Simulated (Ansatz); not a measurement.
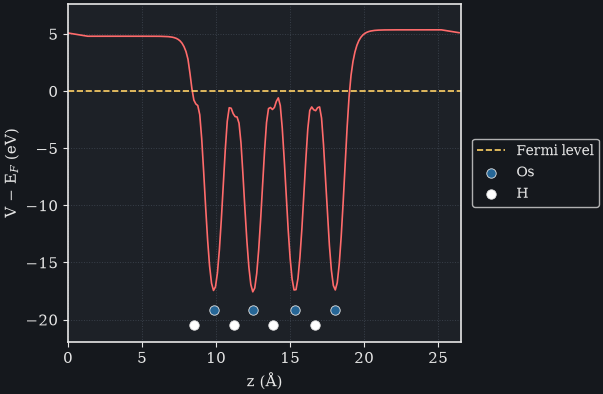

Plane-averaged electrostatic potential energy of an electron across the slab; circles at the bottom mark the heights of the atoms. System: HOs (slab), 8 atoms in the cell. Ansatz 0.2.0; DFT with m-r2SCAN, PAW plane waves, no spin polarisation, 6×6×1 k mesh, Fermi-Dirac smearing of 0.1 eV.

The work function is 5.36 eV at the right face and 4.80 eV at the left. The vacuum levels differ by 0.56 eV, so the slab carries a dipole along its normal. The outermost atoms are 9.5 Å apart, which leaves 17.0 Å of vacuum in a cell 26.5 Å high.

The atoms aren't at rest in this cell (largest force 2.6 eV/Å), so the relaxed material can differ. Spin-orbit coupling is left out, which matters for Os.
